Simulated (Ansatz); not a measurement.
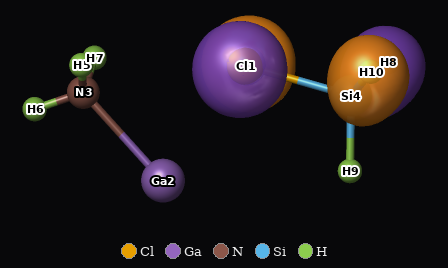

Figure. ClGaH6NSi (charge +1). The HOMO−1 at ±0.15 Å⁻³ᐟ² (orange and purple are the two phases), seen at a tilt.

Geometry: B3LYP-D3(BJ)/def2-SVP.

Computed with isolated molecule in a Gaussian basis; Kohn-Sham density functional theory, functional PBE0 (Ansatz).

The calculation's input:

```
crystal:
  periodic: [false, false, false]
  atoms:
    - {symbol: Cl, position_ang: [-0.126953, -0.038033, -0.688917]}
    - {symbol: Ga, position_ang: [-2.546234, 0.121531, 0.740887]}
    - {symbol: N, position_ang: [-3.270682, 0.498138, -1.445691]}
    - {symbol: Si, position_ang: [1.517532, -0.454376, 0.646957]}
    - {symbol: H, position_ang: [-2.834728, 1.329328, -1.860271]}
    - {symbol: H, position_ang: [-4.284610, 0.636244, -1.516982]}
    - {symbol: H, position_ang: [-3.039269, -0.282638, -2.069876]}
    - {symbol: H, position_ang: [2.072532, -1.744854, 0.188013]}
    - {symbol: H, position_ang: [0.890045, -0.530129, 1.987450]}
    - {symbol: H, position_ang: [2.437962, 0.691930, 0.496356]}
basis:
  gaussian: {orbitals: def2-TZVPD}
total_charge: 1
hamiltonian: {xc: {name: PBE0}}
output: {forces: true, orbitals: {seedname: orbitals}}
```

Command:

```sh
ansatz run input.yaml --threads 2 --pin off --max-ram 4350MiB --events-out events.jsonl --progress --plain --runs-dir runs
```

**What is the character of this orbital?**

It lies mainly on Cl1 (about 50 %), Si4 (about 20 %), H8 (about 15 %) and H10 (about 15 %). Its energy is −13.21 eV.
